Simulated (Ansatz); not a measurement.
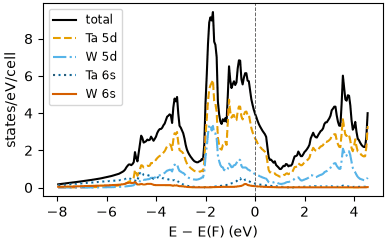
Figure. Total and projected density of states of Ta₃W in space group Fm-3m (No. 225; Ta on 8c, Ta on 4b, W on 4a), the program Ansatz at the r²SCAN level (PAW)

Which orbitals carry the states next to the Fermi level?

Within 0.5 eV of the Fermi level: Ta 5d 67 %, W 5d 18 %, Ta 6s 6 %, outside the projected shells 6 %. Projections are on Löwdin-orthogonalised atomic valence shells; empty p or d shells of many metals are not among them.

Where is the tallest occupied peak in this window, and what makes it?

Near -1.7 eV, about 9.4 states/eV per cell; the largest projected share is Ta 5d.

The workflow started from a Materials Project entry (that database holds measured and hypothetical structures alike); the Crystallography Open Database copy checked does not list it. With Ta and W taken as one species the cell has the higher symmetry Im-3m, so it may be an ordered model of a mixed-site phase. Its standing as an ambient phase is unchecked. The cell was relaxed with r²SCAN under the symmetry of its start; whether a distortion lowers the energy is not shown. No spin polarisation was allowed. Scalar-relativistic: spin–orbit coupling is off unless named, which matters more the heavier the elements.

Potentials: the later of the program's two PAW sets.
